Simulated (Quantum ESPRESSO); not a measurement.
## FePt: magnetism against biaxial strain

Wanted: the trend of the moments of FePt with biaxial strain.

Main program and level: Quantum ESPRESSO 7.5; PBE; plane waves with GBRV 1.5 PBE potentials, no spin-orbit coupling.

## (1) The structure

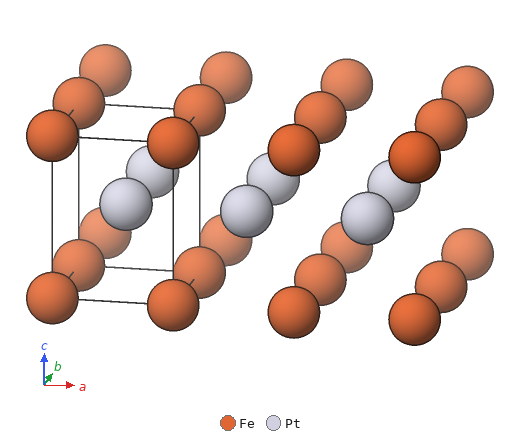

The starting structure, seen slightly off an axis (iron orange, platinum light grey). 3×2×1 cells are drawn. Some periodic images of atoms are drawn too.

The lattice constants were typed from memory of published values and not checked against a source.

## (2) Biaxial 0.97, ferro +

Lengths in the Cartesian xy plane scale by the factor; z is kept. Atoms keep their fractional places. Seeded atoms are those given a starting moment.

pw.in reads:

```
&CONTROL
  calculation = 'scf'
  prefix = 'pwscf'
  outdir = './tmp'
  pseudo_dir = './pseudo'
  disk_io = 'nowf'
  tprnfor = .true.
  tstress = .true.
/
&SYSTEM
  ibrav = 0
  celldm(1) = 8
  nat = 2
  ntyp = 2
  ecutwfc = 40
  ecutrho = 280
  nbnd = 24
  occupations = 'smearing'
  smearing = 'fd'
  degauss = 0.00367493
  nspin = 2
  starting_magnetization(1) = 0.175
  starting_magnetization(2) = 0
/
&ELECTRONS
  conv_thr = 4d-09
  electron_maxstep = 150
  mixing_beta = 0.3
/
ATOMIC_SPECIES
Fe     55.8450 fe_pbe_v1.5.uspp.F.UPF
Pt    195.0840 pt_pbe_v1.4.uspp.F.UPF
CELL_PARAMETERS alat
   0.6240966389812    0.0000000000000    0.0000000000000
   0.0000000000000    0.6240966389812    0.0000000000000
   0.0000000000000    0.0000000000000    0.8770691375919
ATOMIC_POSITIONS crystal
Fe      0.0000000000    0.0000000000    0.0000000000
Pt      0.5000000000    0.5000000000    0.5000000000
K_POINTS automatic
12 12 12 0 0 0
```

Launch:

```console
$ OMP_NUM_THREADS=1 mpirun -n 4 pw.x -nk 4 -in pw.in > pw.out
```

What it wrote:

```text
Program PWSCF v.7.5 starts

     Message from routine setup:
     using ibrav=0 with symmetry is DISCOURAGED, use correct ibrav instead

     K-points division:     npool     =       4
     Subspace diagonalization in iterative solution of the eigenvalue problem:

     bravais-lattice index     =            0
     lattice parameter (alat)  =       8.0000  a.u.
     unit-cell volume          =     174.9071 (a.u.)^3
     number of atoms/cell      =            2
     number of atomic types    =            2
     number of electrons       =        32.00
     number of Kohn-Sham states=           24
     kinetic-energy cutoff     =      40.0000  Ry
     charge density cutoff     =     280.0000  Ry
     scf convergence threshold =      4.0E-09
     mixing beta               =       0.3000
     number of iterations used =            8  plain     mixing
     Exchange-correlation=  SLA  PW   PBX  PBC
                           (   1   4   3   4   0   0   0)

     celldm(1)=   8.000000  celldm(2)=   0.000000  celldm(3)=   0.000000
     celldm(4)=   0.000000  celldm(5)=   0.000000  celldm(6)=   0.000000

     crystal axes: (cart. coord. in units of alat)
               a(1) = (   0.624097   0.000000   0.000000 )
               a(2) = (   0.000000   0.624097   0.000000 )
               a(3) = (   0.000000   0.000000   0.877069 )

     reciprocal axes: (cart. coord. in units 2 pi/alat)
               b(1) = (  1.602316  0.000000  0.000000 )
               b(2) = (  0.000000  1.602316  0.000000 )
               b(3) = (  0.000000  0.000000  1.140161 )

     PseudoPot. # 1 for Fe read from file:
     fe_pbe_v1.5.uspp.F.UPF
     Pseudo is Ultrasoft + core correction, Zval = 16.0

     PseudoPot. # 2 for Pt read from file:
     pt_pbe_v1.4.uspp.F.UPF
     Pseudo is Ultrasoft + core correction, Zval = 16.0

     atomic species   valence    mass     pseudopotential
     Fe               16.00    55.84500     Fe( 1.00)
     Pt               16.00   195.08400     Pt( 1.00)

     Starting magnetic structure
     atomic species   magnetization
     Fe              0.175
     Pt              0.000

     16 Sym. Ops., with inversion, found

   Cartesian axes

     site n.     atom                  positions (alat units)
         1        Fe     tau(   1) = (   0.0000000   0.0000000   0.0000000  )
         2        Pt     tau(   2) = (   0.3120483   0.3120483   0.4385346  )

     number of k points=   196  Fermi-Dirac smearing, width (Ry)=  0.0037

     Number of k-points >= 100: set verbosity='high' to print them.

     Dense  grid:    13781 G-vectors     FFT dimensions: (  27,  27,  40)

     Smooth grid:     5953 G-vectors     FFT dimensions: (  24,  24,  30)

     Check: negative core charge=   -0.000028
     Generating pointlists ...
     new r_m :   0.2566 (alat units)  2.0531 (a.u.) for type    1
     new r_m :   0.2566 (alat units)  2.0531 (a.u.) for type    2

     Initial potential from superposition of free atoms

     starting charge      30.5000, renormalised to      32.0000

     negative rho (up, down):  9.805E-02 9.813E-02
     Starting wfcs are   25 randomized atomic wfcs

     Self-consistent Calculation

     iteration #  1     ecut=    40.00 Ry     beta= 0.30
     Davidson diagonalization with overlap
     ethr =  1.00E-02,  avg # of iterations =  4.3

     negative rho (up, down):  9.102E-02 9.105E-02

     total energy              =    -458.65220408 Ry
     estimated scf accuracy    <       7.92017828 Ry

     total magnetization       =     0.72 Bohr mag/cell
     absolute magnetization    =     0.91 Bohr mag/cell

     iteration #  2     ecut=    40.00 Ry     beta= 0.30
     Davidson diagonalization with overlap
     ethr =  1.00E-02,  avg # of iterations =  2.1

     negative rho (up, down):  9.177E-02 9.178E-02

     total energy              =    -460.05709350 Ry
     estimated scf accuracy    <      13.32611197 Ry

     total magnetization       =     0.70 Bohr mag/cell
     absolute magnetization    =     0.80 Bohr mag/cell

     [... further iterations left out ...]

     iteration # 14     ecut=    40.00 Ry     beta= 0.30
     Davidson diagonalization with overlap
     ethr =  5.39E-11,  avg # of iterations =  2.5

     negative rho (up, down):  9.093E-02 8.720E-02

     total energy              =    -461.06891376 Ry
     estimated scf accuracy    <          9.5E-09 Ry

     total magnetization       =     3.17 Bohr mag/cell
     absolute magnetization    =     3.35 Bohr mag/cell

     iteration # 15     ecut=    40.00 Ry     beta= 0.30
     Davidson diagonalization with overlap
     ethr =  2.98E-11,  avg # of iterations =  1.6

     negative rho (up, down):  9.093E-02 8.720E-02

     Magnetic moment per site  (integrated on atomic sphere of radius R)
     atom   1 (R=0.257)  charge= 14.7270  magn=  2.8671
     atom   2 (R=0.257)  charge= 13.7218  magn=  0.3625

     End of self-consistent calculation

     Number of k-points >= 100: set verbosity='high' to print the bands.

     the Fermi energy is    21.5846 ev

!    total energy              =    -461.06891378 Ry
     estimated scf accuracy    <          3.9E-10 Ry
     smearing contrib. (-TS)   =      -0.00080456 Ry
     internal energy E=F+TS    =    -461.06810922 Ry

     The total energy is F=E-TS. E is the sum of the following terms:
     one-electron contribution =    -133.64848109 Ry
     hartree contribution      =      92.04281678 Ry
     xc contribution           =     -86.30451316 Ry
     ewald contribution        =    -333.15793175 Ry

     total magnetization       =     3.17 Bohr mag/cell
     absolute magnetization    =     3.35 Bohr mag/cell

     convergence has been achieved in  15 iterations

     negative rho (up, down):  9.093E-02 8.720E-02

     Forces acting on atoms (cartesian axes, Ry/au):

     atom    1 type  1   force =     0.00000000    0.00000000    0.00000000
     atom    2 type  2   force =     0.00000000    0.00000000    0.00000000

     Total force =     0.000000     Total SCF correction =     0.000000

     Computing stress (Cartesian axis) and pressure

     negative rho (up, down):  9.093E-02 8.720E-02
          total   stress  (Ry/bohr**3)                   (kbar)     P=      190.75
   0.00138563   0.00000000   0.00000000          203.83        0.00        0.00
   0.00000000   0.00138563   0.00000000            0.00      203.83        0.00
   0.00000000   0.00000000   0.00111875            0.00        0.00      164.57

=------------------------------------------------------------------------------=
   JOB DONE.
=------------------------------------------------------------------------------=
```

The job ended after 32 s (4 MPI ranks of Arm Neoverse V2, shared host; peak memory 0.36 GiB; 2.1 min of CPU time).

Spin moment in the atom's sphere by atom:

```
atom  spin moment in the atom's sphere (μB)
 Fe1                                   2.87
 Pt2                                   0.36
```

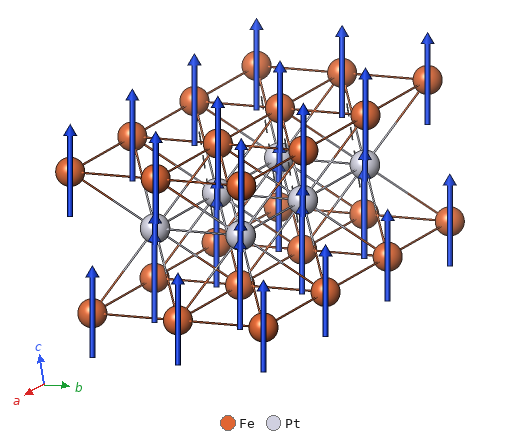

Spin moment in the atom's sphere as arrows, the longest 2.87 μB. Up and down stand for the sign. Arrows give size and sign along the axis of quantisation, drawn up and down the page. Each arrow also spans its atom, so small moments look longer than they are. 3×2×1 cells are drawn. Some periodic images of atoms are drawn too.

This step gave:

| Item | Value |
| --- | --- |
| smearing term TS | 0.01095 eV |
| pressure | 19.07 GPa |
| magnetization | 3.167 μB |
| absolute magnetization | 3.345 μB |
| final state | ferromagnetic |

## (3) Biaxial 0.97, no spin polarisation

pw.in, as its differences from that of step 2:

```diff
@@ -16,3 +16,3 @@
   ecutrho = 280
-  nbnd = 24
+  nbnd = 23
   occupations = 'smearing'
@@ -20,5 +20,2 @@
   degauss = 0.00367493
-  nspin = 2
-  starting_magnetization(1) = 0.175
-  starting_magnetization(2) = 0
 /
```

What it wrote:

```text
     [... lines left out ...]
Program PWSCF v.7.5 starts
     [... lines left out ...]
     number of atoms/cell      =            2
     [... lines left out ...]
     number of electrons       =        32.00
     number of Kohn-Sham states=           23
     kinetic-energy cutoff     =      40.0000  Ry
     charge density cutoff     =     280.0000  Ry
     scf convergence threshold =      4.0E-09
     [... lines left out ...]
     16 Sym. Ops., with inversion, found
     [... lines left out ...]
     number of k points=   196  Fermi-Dirac smearing, width (Ry)=  0.0037
     [... lines left out ...]
     iteration # 14     ecut=    40.00 Ry     beta= 0.30
     [... lines left out ...]
     the Fermi energy is    21.5071 ev
!    total energy              =    -461.02454019 Ry
     estimated scf accuracy    <          6.2E-10 Ry
     smearing contrib. (-TS)   =      -0.00219416 Ry
     [... lines left out ...]
     convergence has been achieved in  14 iterations
     [... lines left out ...]
     Total force =     0.000000     Total SCF correction =     0.000000
     [... lines left out ...]
          total   stress  (Ry/bohr**3)                   (kbar)     P=        6.22
     [... lines left out ...]
```

Run time: 15 s. Hardware: 4 MPI ranks; peak memory 0.29 GiB; 60 s of CPU time.

Read from the output:

| Property | Result |
| --- | --- |
| smearing term TS | 0.02985 eV |
| pressure | 0.6221 GPa |
| final state | non-magnetic (no spin polarisation) |

## (4) Biaxial 1.03, ferro +

pw.in, as its differences from that of step 3:

```diff
@@ -16,3 +16,3 @@
   ecutrho = 280
-  nbnd = 23
+  nbnd = 24
   occupations = 'smearing'
@@ -20,2 +20,5 @@
   degauss = 0.00367493
+  nspin = 2
+  starting_magnetization(1) = 0.175
+  starting_magnetization(2) = 0
 /
@@ -30,4 +33,4 @@
 CELL_PARAMETERS alat
-   0.6240966389812    0.0000000000000    0.0000000000000
-   0.0000000000000    0.6240966389812    0.0000000000000
+   0.6627005547945    0.0000000000000    0.0000000000000
+   0.0000000000000    0.6627005547945    0.0000000000000
    0.0000000000000    0.0000000000000    0.8770691375919
```

What it wrote:

```text
     [... lines left out ...]
Program PWSCF v.7.5 starts
     [... lines left out ...]
     number of atoms/cell      =            2
     [... lines left out ...]
     number of electrons       =        32.00
     number of Kohn-Sham states=           24
     kinetic-energy cutoff     =      40.0000  Ry
     charge density cutoff     =     280.0000  Ry
     scf convergence threshold =      4.0E-09
     [... lines left out ...]
     16 Sym. Ops., with inversion, found
     [... lines left out ...]
     number of k points=   196  Fermi-Dirac smearing, width (Ry)=  0.0037
     [... lines left out ...]
     iteration # 14     ecut=    40.00 Ry     beta= 0.30
     [... lines left out ...]
     Magnetic moment per site  (integrated on atomic sphere of radius R)
     atom   1 (R=0.265)  charge= 14.7068  magn=  3.1279
     atom   2 (R=0.265)  charge= 13.8733  magn=  0.4281
     [... lines left out ...]
     the Fermi energy is    18.6564 ev
!    total energy              =    -461.07586277 Ry
     estimated scf accuracy    <          2.5E-09 Ry
     smearing contrib. (-TS)   =      -0.00086295 Ry
     [... lines left out ...]
     total magnetization       =     3.49 Bohr mag/cell
     absolute magnetization    =     3.68 Bohr mag/cell
     convergence has been achieved in  14 iterations
     [... lines left out ...]
     Total force =     0.000000     Total SCF correction =     0.000000
     [... lines left out ...]
          total   stress  (Ry/bohr**3)                   (kbar)     P=      -76.22
     [... lines left out ...]
```

It took 33 s on 4 MPI ranks; peak memory 0.39 GiB; 2.2 min of CPU time.

This step gave:

```yaml
smearing_term_ts: 0.01174 eV
pressure: -7.622 GPa
magnetization: 3.491 μB
absolute_magnetization: 3.678 μB
final_state: ferromagnetic
largest_moment: 3.128 μB
```

## (5) Trends

The runs not shown differ from these in the moved quantity alone.

States, by row:

```
biaxial        ferro +  no spin polarisation
   0.97  ferromagnetic          non-magnetic
   0.98  ferromagnetic          non-magnetic
   0.99  ferromagnetic          non-magnetic
      1  ferromagnetic          non-magnetic
   1.01  ferromagnetic          non-magnetic
   1.02  ferromagnetic          non-magnetic
   1.03  ferromagnetic          non-magnetic
```

The largest site moment, ferro + by biaxial:

```
biaxial (factor)  largest site moment, ferro + (μB)
          0.9700                               2.87
          0.9800                               2.92
          0.9900                               2.96
          1.0000                               3.00
          1.0100                               3.05
          1.0200                               3.09
          1.0300                               3.13
```

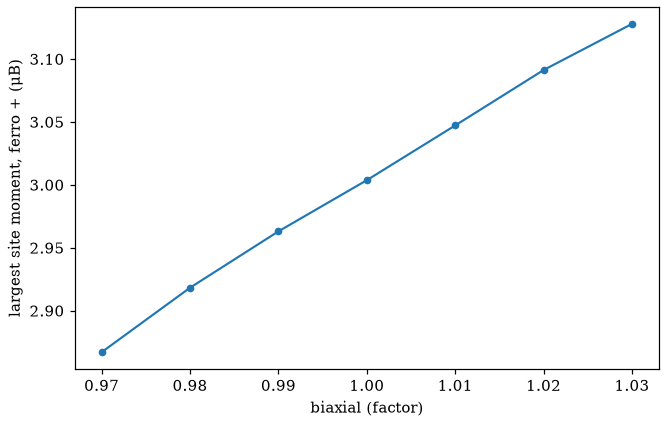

Largest site moment, ferro + against biaxial.

Table of energy less that of the parallel start, no spin polarisation by biaxial:

```
biaxial (factor)  energy less that of the parallel start, no spin polarisation (meV a seeded atom)
          0.9700                                                                               604
          0.9800                                                                               666
          0.9900                                                                               728
          1.0000                                                                               790
          1.0100                                                                               852
          1.0200                                                                               913
          1.0300                                                                               974
```

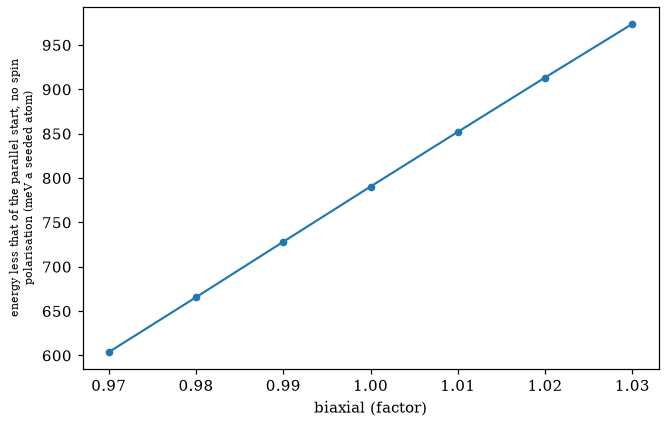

Energy less that of the parallel start, no spin polarisation, plotted against biaxial.

Energy over the lowest against biaxial; values in meV an atom:

```
biaxial (factor)  ferro +  no spin polarisation
          0.9700     63.4                   365
          0.9800     33.5                   366
          0.9900     13.5                   378
          1.0000     2.59                   398
          1.0100        0                   426
          1.0200     4.68                   461
          1.0300     16.1                   503
```

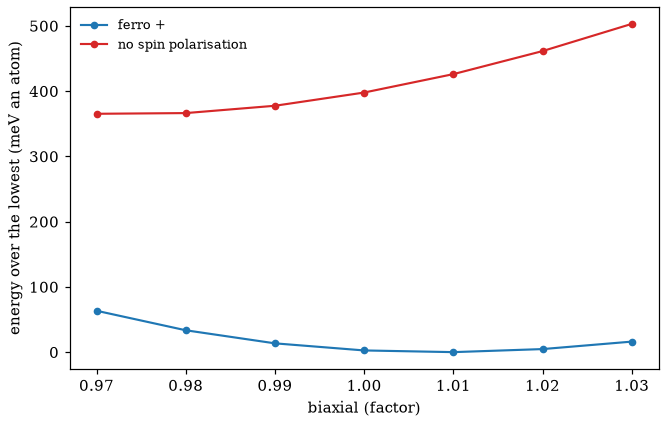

Energy over the lowest against biaxial.

## (6) Results

| Item | Value |
| --- | --- |
| moment, parallel start | 2.87 to 3.13 μB |
| states met from these starts | ferromagnetic |

In words: The moment of the parallel start goes from 2.87 μB at 0.97 to 3.13 μB at 1.03. The net moment of the cell goes from 3.17 to 3.49 μB. The radius of the spheres follows the nearest distance, so part of the change of the site moments is the spheres'. Only a parallel start was run beside the spinless one, so opposed or spiral orders, which may lie lower, are not probed.

[Logs and program files are shortened in this print: banners, set-up blocks, solver, clock and traceback lines can be left out without a mark of their own.]

[Logs are printed without paths, hosts, clocks, repeated set-up lines and the standing remarks that a program may print on its own settings, such as how far it seeks lower states.]

[Hosts, paths, dates, database ids (printed as entryN), source tags and the programs' standing remarks are cut or masked in the printed files.]

[Where a cell is said to come from a database of computed structures, the database is the Materials Project.]
